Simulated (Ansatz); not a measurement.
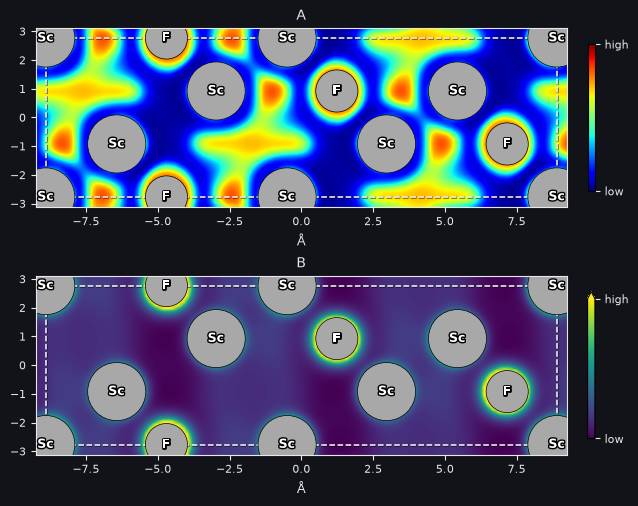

Sc$_{2}$F: 2 fields on the (110) plane of the conventional cell, with unlabelled colour scales. Grey discs cover the atomic cores.

Space group R-3m; started from the cadmium chloride_166 prototype, which need not be the ambient phase; computed without spin polarisation.

All numbers below come from DFT PBE, scalar-relativistic, plane waves, PAW in Ansatz.

Question: Which field does each panel show? The fields are: electron localisation function and valence pseudo-density.

Answer: Panel A: electron localisation function. Panel B: valence pseudo-density. From the grid: Sc–F (2.53 Å): ρ is about 0.14 e/Å³ halfway; the ELF is about 0.05 at the midpoint: no localised pair shows between them.
